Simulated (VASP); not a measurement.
Band structure of ScBi (space group Fm-3m). These are LDA (Ceperley-Alder, Perdew-Zunger), VASP's LDA PAW potentials (set 64) (plane waves; VASP) values and carry that method's errors.

Unless said otherwise, spin-orbit coupling is left out, though it shifts the bands of the heavy elements here.

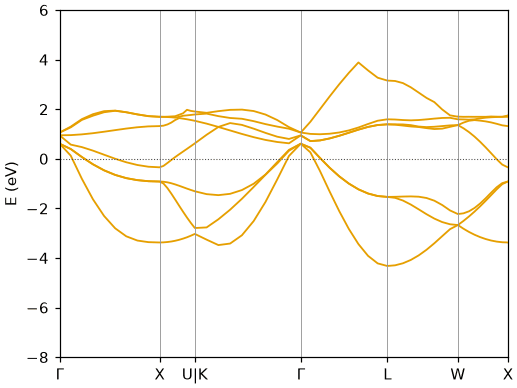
Figure. Bands along high-symmetry lines, zero at the valence-band maximum or, without a gap, the Fermi level

**Question.** Read the plot: is there a gap, and where are the band edges?

**Answer.** It has no gap at this level: it comes out as a metal or semimetal.

The structure comes from a computed database's ScBi entry (Fm-3m); how it stands against other phases isn't given here. The cell was not relaxed at this level.
